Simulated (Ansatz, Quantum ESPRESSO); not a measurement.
# Ti (P6_3/mmc): electron–phonon coupling with Quantum ESPRESSO, part 3 of 4

Each step names its level of theory.

So far, highest frequency, solved or plainly interpolated (cm⁻¹): step 4 (phonons and couplings with ph.x: Fermi–Dirac smearing of …) 276. The relaxed cell has a = 2.938, c = 4.653 Å (conventional setting).

### 5. Deformation potentials: PseudoDojo files, cutoff 1142.88 eV, Fermi–Dirac smearing of 0.1 eV

The exported deformation potentials allow the same Gaussian double-delta sums that other programs print.

This step: DFT PBE, scalar-relativistic, plane waves, PseudoDojo norm-conserving pseudopotentials (Ansatz 0.2.0).

input.yaml

```yaml
crystal:
  lattice:
    - [2.9375799284, 0.0, 0.0]
    - [-1.4687899642, 2.5440188436, 0.0]
    - [0.0, 0.0, 4.6525728535]
  atoms:
    - { symbol: Ti, position: [0.3333333333, 0.6666666667, 0.25] }
    - { symbol: Ti, position: [0.6666666667, 0.3333333333, 0.75] }
kpoints:
  mp_grid: { grid: [8, 8, 6] }
hamiltonian:
  xc: pbe
  pseudopotentials: { kind: nc, accuracy: standard }
scf:
  occupations: { method: fermi_dirac, width: 0.1 }
  n_extra_bands: 14
output:
  eigenvalues: true
basis:
  ecutwfc: 1142.878
phonons:
  method: dfpt
  qmesh: [2, 2, 2]
  temperatures: { t_max: 1000, t_step: 50 }
  qpath:
    path:
      - [[0.0, 0.0, 0.0], [0.5, 0.0, 0.0], [0.33333333, 0.33333333, 0.0], [0.0, 0.0, 0.0], [0.0, 0.0, 0.5], [0.5, 0.0, 0.5], [0.33333333, 0.33333333, 0.5], [0.0, 0.0, 0.5]]
      - [[0.5, 0.0, 0.5], [0.5, 0.0, 0.0]]
      - [[0.33333333, 0.33333333, 0.5], [0.33333333, 0.33333333, 0.0]]
    npoints: 10
  electron_phonon_deformation_potentials: { window_half_width: 2.5 }
```

Launch:

```console
ansatz run input.yaml --threads 4 --pin off --max-ram 12288MiB --backend cpu --events-out ev --progress --plain --runs-dir out
```

Numbers of over 12 decimals in the logs are rounded to 6 here.

The log of the run:

```text
Warning: basis.ecutwfc = 1142.878 eV is below the records' recommended 1142.878222 eV, and the density's cutoff is lower with it unless basis.ecutrho_ratio is high enough to keep the records' density cutoff: compare with a run at a higher cutoff
[...]
Crystal: 2 atoms, lattice volume = 34.770 Å³
Basis set: ecut = 1142.878 eV, 2983 PW (Γ), exchange–correlation on 72×72×108 points (8 copies of the dense FFT grid, shifted against one another)
Bands: 26, of which v1, the nominal top of the filled ones, is band 12 counted from 1 (11 counted from 0)
Symmetry: 24 space group operations
k-points: 40 of 384
[...]
SCF iter   1: F=—  HF=-3230.680148 eV  |F-HF|=—  |Δ(HF+E_count)|=         —  Δρ=5.86e-2  dr2=1.16e0  ethr=3.10e-3  ⟨swp⟩=5.8  Hψ=4734  notcnv=0  defer=44
[...]
SCF iter   8: F=-3230.323613 eV  HF=-3230.323613 eV  |F-HF|=1.82e-12  |Δ(HF+E_count)|=  5.96e-11  Δρ=1.58e-7  dr2=4.77e-12  ethr=1.00e-12  ⟨swp⟩=11.6  Hψ=5562  notcnv=0
SCF 1 converged in 8 iterations: F = -3230.323613 eV  dr2 = 4.77e-12
NSCF: frozen V_eff on 40 k-points
[...]
DFPT response loops at q = (0, 0, 0) (fractional): preconditioner auto → Kerker (q_TF=auto, 2.565 Å⁻¹) (partly filled bands, converged f_vac=0.000); β = 1.00, the filter's whole step (`scf.mixing.beta` (0.50) is not read by the response loops under this deck's `scf.mixing.preconditioner`; to damp them name `kerker` or `kerker_dos`, under which they read `scf.mixing.beta`, and type it under 1.00, their step now; both keys bind the ground state too); Anderson in place of MSR1; while a model of the screening serves, it and β = 1 on shorter waves in the place of filter and β
[...]
SCF converged after 8 iterations
Free energy (F): -3230.323613 eV
[...]
Internal energy: -3230.249580 eV  (E = F + TS)
E sigma→0 (E₀):  -3230.286596 eV
Entropy (-TS):   -0.074033 eV (-37.017 meV/atom)
Fermi energy:    13.375060 eV
[...]
--- Band table (eV; the first three rows and the last of 40) ---
  k-point 0: bands = [... 8 lower, 7.2065, 10.7134, 14.1491, 14.1765, 14.1765, 14.2964, 14.6766, 14.6766, ... 10 higher]
  k-point 1: bands = [... 8 lower, 7.4393, 10.5822, 13.7978, 14.0817, 14.0817, 14.1681, 14.5544, 14.5544, ... 10 higher]
  k-point 2: bands = [... 8 lower, 8.1000, 10.0239, 13.3966, 13.8410, 14.0051, 14.0051, 14.2987, 14.2987, ... 10 higher]
  k-point 39: bands = [... 8 lower, 11.7370, 11.7370, 12.7301, 12.7301, 13.1578, 13.1578, 15.1158, 15.1158, ... 10 higher]
--- Phonons (Γ-DFPT): 2 representative perturbations + reference (Σ response iterations 9) ---
  ASR residual: 2.515e-3 → 0.000e0 eV/Å²; symmetrization residual: 5.729e-14 eV/Å²
  ASR residual per site (eV/Å²): 2.51e-3 2.51e-3
  Γ frequencies (cm⁻¹): 0.00 0.00 0.00 121.36 121.36 190.45
--- Phonons (arbitrary-q DFPT): 4 irreducible q on the 2×2×2 mesh ---
  q = [0.0000, 0.0000, 0.0000] (star 1, of the zone-centre solve; hermiticity 3.56e-14, symmetrization 1.82e-14): -0.00 -0.00 -0.00 121.36 121.36 190.45
  q = [0.0000, 0.0000, -0.5000] (star 1, 2 solved perturbations in 116 linear systems a pass and spin channel, the states on 40 of 384 k-point pairs; hermiticity 3.48e-13, symmetrization 3.98e-13): 91.81 91.81 91.81 91.81 191.40 191.40
[...]
sum rule: each row above includes the acoustic sum rule's correction from the zone centre's row sums; it moved no ω² by more than (3.78 cm⁻¹)²
  mesh force constants: q→R imaginary residual 1.38e-17; ASR residual 2.515e-3 → 0.000e0 eV/Å²; symmetrization residual 8.882e-15 eV/Å²
  interpolated dispersion: 93 rows × 6 modes
  density of states and harmonic sums: on the 24×24×14 q-mesh, interpolated from the force constants of a 2×2×2 supercell (no non-analytic term)
  largest difference from the sums on the solved wave vectors: F 6.00e-2 eV, S 9.23e-5 and C_V 3.23e-5 eV/K
  zero-point energy: 0.065969 eV/cell   skipped modes (ω ≤ 0): 3   left out of the sums: 6.20e-5 of the cell's modes: C_V's classical limit lies that fraction below 3 k_B per atom; for a crystal, a wire or a layer, F and S can be off by more, and a phonons.interpolated_qmesh denser along its periods is the remedy for the sampling
Electron–phonon deformation potentials of 4 wavevectors written to <dir>
```

It took 69 s on 4 threads of Arm Neoverse V1, shared host; peak memory 2.2 GiB; 4.3 min of CPU time.

This step gave:

| Property | Result |
| --- | --- |
| zero point energy | 0.06597 eV/cell |
| share of imaginary modes in the plain interpolation between solved wavevectors | 0 |
| highest frequency, solved or plainly interpolated | 264.1 cm⁻¹ |
| Debye temperature (second moment) | 343 K |

Allen's double-delta sum on the run's k mesh, delta = exp(-(x/sigma)^2)/(sigma sqrt(pi)); at the zone centre the sum is no linewidth. Double-delta sums:

```tsv
q1	q2	q3	star	mode	omega (meV)	lambda_q, sigma 0.05 eV	lambda_q, sigma 0.1 eV	lambda_q, sigma 0.2 eV	lambda_q, sigma 0.3 eV	lambda_q, sigma 0.4 eV	half width at sigma 0.2 (meV)	<D²> at sigma 0.2 ((eV/Å)²)	nesting at sigma 0.2 (1/eV²)
0	0	0	1	1	-3.07e-7	-	-	-	-	-	4.98e-5	1.35e-4	2.682
0	0	0	1	2	-1.76e-7	-	-	-	-	-	4.98e-5	1.35e-4	2.682
0	0	0	1	3	-7.95e-8	-	-	-	-	-	4.98e-5	1.35e-4	2.682
0	0	0	1	4	15.05	2.984	1.406	0.521	0.3077	0.238	0.3678	0.9999	2.682
0	0	0	1	5	15.05	2.984	1.406	0.521	0.3077	0.238	0.3678	0.9999	2.682
0	0	0	1	6	23.61	0.1378	0.314	0.3504	0.3047	0.2742	0.6091	1.656	2.682
0	0	-0.5	1	1	11.38	0.02268	0.1568	0.1604	0.1379	0.1317	0.06481	0.3039	1.555
0	0	-0.5	1	2	11.38	0.02268	0.1568	0.1604	0.1379	0.1317	0.06481	0.3039	1.555
0	0	-0.5	1	3	11.38	0.02268	0.1568	0.1604	0.1379	0.1317	0.06481	0.3039	1.555
0	0	-0.5	1	4	11.38	0.02268	0.1568	0.1604	0.1379	0.1317	0.06481	0.3039	1.555
0	0	-0.5	1	5	23.73	4.89e-4	0.02631	0.07064	0.08314	0.08876	0.124	0.5817	1.555
0	0	-0.5	1	6	23.73	4.89e-4	0.02631	0.07064	0.08314	0.08876	0.124	0.5817	1.555
0	-0.5	0	3	1	12.77	0.01278	0.2563	0.3005	0.2577	0.2517	0.1528	0.8956	1.244
0	-0.5	0	3	2	14.51	0.002218	0.05839	0.188	0.2246	0.2599	0.1235	0.7235	1.244
0	-0.5	0	3	3	25.95	8.42e-6	0.009804	0.04507	0.07034	0.09372	0.09466	0.5548	1.244
0	-0.5	0	3	4	27.98	0.7053	0.2211	0.07257	0.05346	0.05048	0.1771	1.038	1.244
0	-0.5	0	3	5	28.08	0.005163	0.08433	0.1111	0.1151	0.1273	0.2732	1.601	1.244
0	-0.5	0	3	6	30.3	0.1465	0.06274	0.08187	0.08645	0.09187	0.2343	1.373	1.244
0	-0.5	-0.5	3	1	21.52	2.27e-6	0.008286	0.0435	0.07102	0.09207	0.06281	0.7645	0.5989
0	-0.5	-0.5	3	2	21.52	2.27e-6	0.008286	0.0435	0.07102	0.09207	0.06281	0.7645	0.5989
0	-0.5	-0.5	3	3	21.61	1.08e-5	0.01712	0.04989	0.05992	0.06885	0.07263	0.8841	0.5989
0	-0.5	-0.5	3	4	21.61	1.08e-5	0.01712	0.04989	0.05992	0.06885	0.07263	0.8841	0.5989
0	-0.5	-0.5	3	5	32.41	3.96e-6	0.01343	0.06008	0.07475	0.0846	0.1968	2.395	0.5989
0	-0.5	-0.5	3	6	32.41	3.96e-6	0.01343	0.06008	0.07475	0.0846	0.1968	2.395	0.5989
```

Mean over the q mesh without its centre; few wavevectors enter, so none of the widths can be taken as converged. The coupling constant λ, lambda by Gaussian width:

```tsv
Gaussian width (eV)	coupling constant λ, lambda
0.050	0.387
0.100	0.427
0.200	0.586
0.300	0.625
0.400	0.686
```

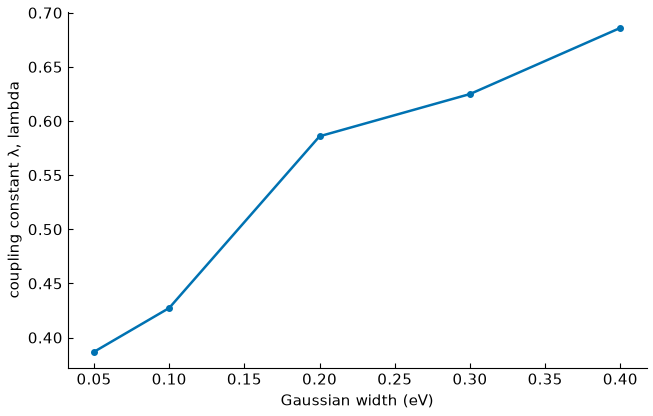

Coupling constant λ, lambda against Gaussian width.

Among the solved wavevectors the lowest mode, translations apart, is 91.8 cm⁻¹, so these are real on this k mesh.

(Continued in part 4 of 4.)

[Logs are printed without paths, hosts, clocks, repeated set-up lines and the standing remarks that a program may print on its own settings, such as how far it seeks lower states.]

[Hosts, paths, dates, database ids (printed as entryN), source tags and the programs' standing remarks are cut or masked in the printed files.]
